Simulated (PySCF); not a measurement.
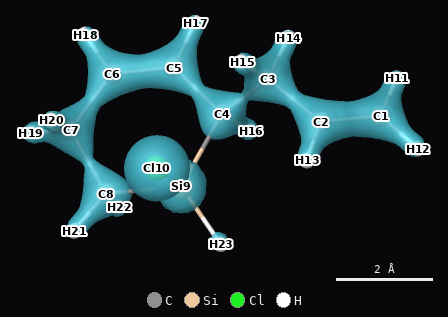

*C$_{8}$H$_{13}$ClSi. Isosurface of the electron density at 1.5 e/Å³ (cyan), seen at a tilt.*

Geometry: GFN2-xTB.

All numbers below come from PBE0/pcSseg-1, SCF density, gas phase, non-relativistic (PySCF 2.14.0).

```json
{"atom": "C", "x (Å)": "3.6690", "y (Å)": "-0.3806", "z (Å)": "-1.0777"}
{"atom": "C", "x (Å)": "2.5281", "y (Å)": "-0.8206", "z (Å)": "-0.5813"}
{"atom": "C", "x (Å)": "1.6817", "y (Å)": "-0.0649", "z (Å)": "0.3894"}
{"atom": "C", "x (Å)": "0.3698", "y (Å)": "0.4122", "z (Å)": "-0.2638"}
{"atom": "C", "x (Å)": "-0.3757", "y (Å)": "1.2948", "z (Å)": "0.6984"}
{"atom": "C", "x (Å)": "-1.6659", "y (Å)": "1.2904", "z (Å)": "0.9958"}
{"atom": "C", "x (Å)": "-2.7392", "y (Å)": "0.3815", "z (Å)": "0.4746"}
{"atom": "C", "x (Å)": "-2.4511", "y (Å)": "-0.2047", "z (Å)": "-0.9079"}
{"atom": "Si", "x (Å)": "-0.7312", "y (Å)": "-1.0030", "z (Å)": "-0.9169"}
{"atom": "Cl", "x (Å)": "-0.7138", "y (Å)": "-2.5779", "z (Å)": "0.3565"}
{"atom": "H", "x (Å)": "4.0823", "y (Å)": "0.5726", "z (Å)": "-0.7892"}
{"atom": "H", "x (Å)": "4.2440", "y (Å)": "-0.9528", "z (Å)": "-1.7859"}
{"atom": "H", "x (Å)": "2.1361", "y (Å)": "-1.7823", "z (Å)": "-0.8874"}
{"atom": "H", "x (Å)": "2.2359", "y (Å)": "0.7997", "z (Å)": "0.7643"}
{"atom": "H", "x (Å)": "1.4391", "y (Å)": "-0.7092", "z (Å)": "1.2386"}
{"atom": "H", "x (Å)": "0.6578", "y (Å)": "1.0427", "z (Å)": "-1.1156"}
{"atom": "H", "x (Å)": "0.2542", "y (Å)": "2.0244", "z (Å)": "1.1961"}
{"atom": "H", "x (Å)": "-2.0175", "y (Å)": "2.0068", "z (Å)": "1.7286"}
{"atom": "H", "x (Å)": "-3.6835", "y (Å)": "0.9334", "z (Å)": "0.4516"}
{"atom": "H", "x (Å)": "-2.8696", "y (Å)": "-0.4360", "z (Å)": "1.1931"}
{"atom": "H", "x (Å)": "-3.2361", "y (Å)": "-0.9138", "z (Å)": "-1.1700"}
{"atom": "H", "x (Å)": "-2.4879", "y (Å)": "0.5947", "z (Å)": "-1.6482"}
{"atom": "H", "x (Å)": "-0.3311", "y (Å)": "-1.4806", "z (Å)": "-2.2415"}
```

### How is the density connected at this value?

At this value the surface falls into four separate pieces. It bridges the sampled C–C (1.32 Å) and C–H (1.08 Å) contacts, where the density stays above the isovalue. It is pinched off along the sampled C–Si (1.90 Å) and Si–Cl (2.03 Å) contacts. On the grid the lowest density along these lines, outside the cores, is 2.3 e/Å³ (C–C, 1.32 Å), 0.81 e/Å³ (C–Si, 1.90 Å), 0.68 e/Å³ (Si–Cl, 2.03 Å) and 1.9 e/Å³ (C–H, 1.08 Å).
